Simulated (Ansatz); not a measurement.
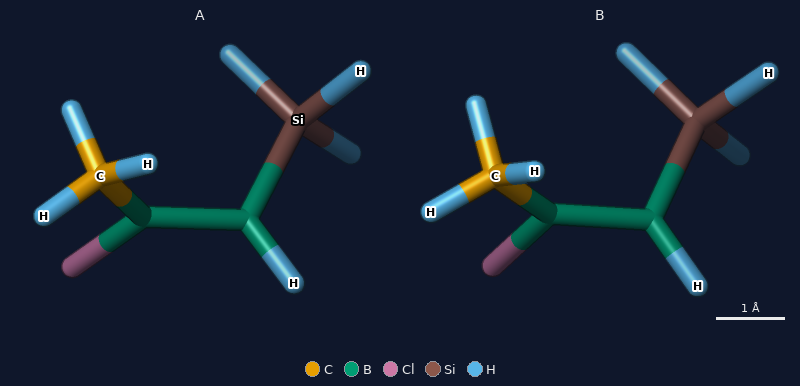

Two geometries of CH₇B₂ClSi, drawn at one scale. One is the start of a relaxation, the other its converged end. Style: stick. Shown from a free direction.

Level of theory: Ansatz 0.2.0, RKS PBE0-D4/def2-TZVP. Settings: force threshold 0.005 eV/Å; at most 150 steps.

Which of the two is the end point?

Answer. Structure A is the relaxed one. The start comes from PBE-D4/def2-SVP. The Cl atom moves most after the best rigid fit: 0.31 Å. By element the largest moves are Cl 0.31 Å, H 0.28 Å, B 0.16 Å, C 0.09 Å, Si 0.04 Å. Near-neighbour distances that change, for instance: B–Cl 1.820 → 1.783 Å, B–H 1.218 → 1.199 Å, H–Si 1.514 → 1.494 Å, C–H 1.116 → 1.099 Å. Among the angles between lasting bonds that change: Cl–B–B 96.1° → 107.8°, C–B–B 143.1° → 133.2°. The energy falls by 4.96 kJ/mol in 15 accepted moves (16 points after the start). Largest force component: 0.52 eV/Å at the start, 0.004 eV/Å at the end. The line search rejected the trial step at point 6 of the run. Cost: 45 s on 4 threads of Intel Xeon Platinum 8488C (shared host).
